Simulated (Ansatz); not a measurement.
**One shape, several levels: quartet C2H6In**

Wanted: a comparison of 6 runs (UHF/3-21G, U-revPBE/def2-SVPD, U-wB97X/def2-SVPD, UBHLYP/def2-SVPD, UBLYP/def2-SVPD, UMP2/def2-SVPD) of quartet C2H6In. 

The results are computed with Ansatz 0.2.0.

33 further runs of the same task are left out: 33 set aside as unsound or not needed.

## 1. Starting point

C2H6In has 9 atoms, charge 0, and is taken as a quartet. As SMILES of the parent species, `C[In]C`. The coordinates come from a PBE0-D4/def2-TZVP relaxation. That shape belongs to the parent species and isn't relaxed for this state.

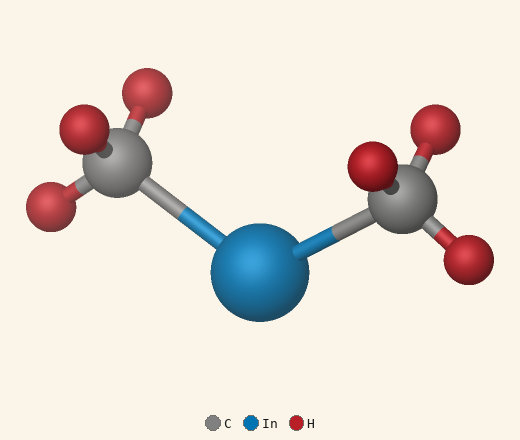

The structure, seen from a chosen angle (carbon grey, indium blue, hydrogen red).

## 2. The energy at UHF/3-21G (run 1)

Input file molecule.yaml:

```yaml
basis:
  gaussian:
    orbitals: 3-21G-spherical.json
crystal:
  periodic: [false, false, false]
  atoms:
    - {symbol: C, position_ang: [0.456290, 1.815870, 0.183390]}
    - {symbol: In, position_ang: [0.277560, 0.050300, -1.113490]}
    - {symbol: C, position_ang: [-0.450470, -1.814830, -0.206650]}
    - {symbol: H, position_ang: [-0.527030, 2.036110, 0.607180]}
    - {symbol: H, position_ang: [0.821920, 2.686500, -0.358540]}
    - {symbol: H, position_ang: [1.143860, 1.578810, 0.999510]}
    - {symbol: H, position_ang: [-1.445190, -1.633350, 0.208840]}
    - {symbol: H, position_ang: [-0.500920, -2.628420, -0.928380]}
    - {symbol: H, position_ang: [0.223960, -2.091000, 0.608130]}
magnetization:
  spin_polarized: true
  initial_magnetization: 3
hamiltonian:
  xc: hf
accuracy: high
output: {orbitals: {seedname: orbitals}}
```

The basis set 3-21G is read from a file made from the Basis Set Exchange's data (not shown).

The run is started by

```bash
$ ansatz run molecule.yaml --threads 1 --pin off --max-ram 3480MiB --events-out events.jsonl --progress --plain --runs-dir runs
```

Log:

```text
Warning: RAYON_NUM_THREADS=1 ignored (pool sized by the plan → 1); use --threads N
Functional definition: HF
  name "HF"
  exchange = exact_x
  correlation = 0
1343 factors; integrals over basis functions are off by at most 2.8e-8 eV
mean field evaluation 1: about -157644.2243 eV, gradient 1.3e1 eV
mean field evaluation 2: about -157644.4182 eV, gradient 1.3e1 eV
mean field evaluation 4: about -157645.6513 eV, gradient 1.5e0 eV
mean field evaluation 8: about -157645.6886 eV, gradient 1.5e-1 eV
mean field evaluation 16: about -157645.6892 eV, gradient 1.4e-6 eV
mean field evaluation 32: about -157643.4809 eV, gradient 1.5e1 eV
mean field evaluation 64: about -157645.6810 eV, gradient 6.1e-1 eV
mean field -157645.68917733 eV, -5793.3722211809 hartree, gradient 4.8e-8 eV, S^2 3.801821; 0 other end points of the search recorded, 0 dependent functions left out
reference -157645.68917733 eV, -5793.3722211809 hartree; 35, 32 occupied and 26, 29 virtual orbitals, 1343 factors
Total energy: -157645.68917733 eV, -5793.3722211809 hartree
```

Run time: 3.9 s. Hardware: 1 thread of Arm Neoverse V1, shared host; peak memory 0.23 GiB.

## 3. A single-point energy at U-revPBE/def2-SVPD (core potential) (run 2)

Input file job.yaml:

```yaml
crystal:
  periodic: [false, false, false]
  atoms:
    - symbol: C
      position_ang: [0.456290, 1.815870, 0.183390]
    - symbol: In
      position_ang: [0.277560, 0.050300, -1.113490]
    - symbol: C
      position_ang: [-0.450470, -1.814830, -0.206650]
    - symbol: H
      position_ang: [-0.527030, 2.036110, 0.607180]
    - symbol: H
      position_ang: [0.821920, 2.686500, -0.358540]
    - symbol: H
      position_ang: [1.143860, 1.578810, 0.999510]
    - symbol: H
      position_ang: [-1.445190, -1.633350, 0.208840]
    - symbol: H
      position_ang: [-0.500920, -2.628420, -0.928380]
    - symbol: H
      position_ang: [0.223960, -2.091000, 0.608130]
basis:
  gaussian:
    orbitals: def2-SVPD
output:
  orbitals: {seedname: orbitals}
hamiltonian:
  xc: {name: revPBE}
accuracy: high
magnetization:
  spin_polarized: true
  initial_magnetization: 3
```

The run is started by

```bash
$ ansatz run job.yaml --threads 1 --pin off --max-ram 3480MiB --events-out events.jsonl --progress --plain --runs-dir runs
```

Log:

```text
Warning: RAYON_NUM_THREADS=1 ignored (pool sized by the plan → 1); use --threads N
Functional definition: revPBE
  name "revPBE"
  parameter kappa = 1.245
  parameter beta = 0.06672455060314922
  exchange = pbe_x(kappa = kappa, mu = beta*pi^2/3)
  correlation = pbe_c(beta = beta)
2623 factors; integrals over basis functions are off by at most 2.6e-9 eV
mean field evaluation 1: about -7330.2718 eV, gradient 4.3e1 eV
mean field evaluation 2: about -7314.8742 eV, gradient 6.3e1 eV
mean field evaluation 4: about -7340.0428 eV, gradient 1.9e0 eV
mean field evaluation 8: about -7340.0677 eV, gradient 6.6e-2 eV
mean field evaluation 16: about -7340.0677 eV, gradient 1.4e-5 eV
mean field -7340.06773739 eV, -269.7425140724 hartree, gradient 7.8e-8 eV, S^2 3.755929; 0 other end points of the search recorded, 0 dependent functions left out
reference -7340.06774393 eV, -269.7425143127 hartree; 21, 18 occupied and 99, 102 virtual orbitals, 2623 factors
Total energy: -7340.06774393 eV, -269.7425143127 hartree
```

Run time: 18 s. Hardware: 1 thread of Arm Neoverse V1, shared host; peak memory 0.43 GiB.

Runs 3 to 5 aren't shown in full; the table further down has their settings and results.

## 4. The energy at UMP2/def2-SVPD (core potential) (run 6)

Input file input.yaml:

```yaml
crystal:
  periodic: [false, false, false]
  atoms:
    - {symbol: C, position_ang: [0.456290, 1.815870, 0.183390]}
    - {symbol: In, position_ang: [0.277560, 0.050300, -1.113490]}
    - {symbol: C, position_ang: [-0.450470, -1.814830, -0.206650]}
    - {symbol: H, position_ang: [-0.527030, 2.036110, 0.607180]}
    - {symbol: H, position_ang: [0.821920, 2.686500, -0.358540]}
    - {symbol: H, position_ang: [1.143860, 1.578810, 0.999510]}
    - {symbol: H, position_ang: [-1.445190, -1.633350, 0.208840]}
    - {symbol: H, position_ang: [-0.500920, -2.628420, -0.928380]}
    - {symbol: H, position_ang: [0.223960, -2.091000, 0.608130]}
basis:
  gaussian:
    orbitals: def2-SVPD
total_charge: 0
magnetization:
  spin_polarized: true
  initial_magnetization: 3
correlation:
  method: mp2
  frozen_orbitals: {C: 1, H: 0, In: 4}
accuracy: high
```

The run is started by

```bash
$ ansatz run input.yaml --threads 1 --pin off --max-ram 3480MiB --events-out events.jsonl --progress --plain --runs-dir runs
```

Log:

```text
Warning: RAYON_NUM_THREADS=1 ignored (pool sized by the plan → 1); use --threads N
[... 4 set-up lines as earlier in the session ...]
2623 factors; integrals over basis functions are off by at most 2.6e-9 eV
mean field evaluation 1: about -7296.4927 eV, gradient 1.6e1 eV
mean field evaluation 2: about -7296.5484 eV, gradient 1.6e1 eV
mean field evaluation 4: about -7298.5166 eV, gradient 2.1e0 eV
mean field evaluation 8: about -7298.5883 eV, gradient 1.9e-1 eV
mean field evaluation 16: about -7298.5895 eV, gradient 1.4e-8 eV
mean field -7298.58950078 eV, -268.2182169919 hartree, gradient 1.4e-8 eV, S^2 3.812743; 2 other end points of the search recorded, 0 dependent functions left out
6 core orbitals not correlated: weight in the atoms' cores, before any rotation towards them, 1.000 or more for the frozen orbitals, at most 0.000 for the correlated occupied ones
reference -7298.58950078 eV, -268.2182169919 hartree; 15, 12 occupied and 99, 102 virtual orbitals, 2623 factors
second order -9.98307375 eV of doubles, -0.00000000 eV of singles
Total energy: -7308.57257453 eV, -268.5850881856 hartree
```

Run time: 13 s. Hardware: 1 thread of Arm Neoverse V1, shared host; peak memory 0.47 GiB.

## 5. Overview of the runs

```tsv
run	level	core potential	frozen core orbitals	energy (Eh)	HOMO energy (eV)	⟨S²⟩	wall time
1	UHF/3-21G	none	–	-5793.372221	-4.68	3.802	3.9 s
2	U-revPBE/def2-SVPD (core potential)	def2-SVPD	–	-269.742514	-2.27	3.756	18 s
3	U-wB97X/def2-SVPD (core potential)	def2-SVPD	–	-269.706968	-4.71	3.768	91 s
4	UBHLYP/def2-SVPD (core potential)	def2-SVPD	–	-269.574162	-3.60	3.770	24 s
5	UBLYP/def2-SVPD (core potential)	def2-SVPD	–	-269.610403	-2.03	3.755	21 s
6	UMP2/def2-SVPD (core potential)	def2-SVPD	6	-268.585088	–	3.813	13 s
```

## 6. Outcome

| quantity | value |
| --- | --- |
| run 6: total energy | -268.58509 Eh |
| run 6: correlation energy (6 core orbitals frozen) | -366.9 mEh |
| run 6: ⟨S²⟩ of the reference determinant | 3.813 |

In words: Totals of different functionals can't be ranked against each other. Some runs of one species differ in core potentials or relativity; totals across that change don't compare. In run 1 relativity is left out where basis or elements ask for it. All runs together took 2.8 min, the longest 91 s.
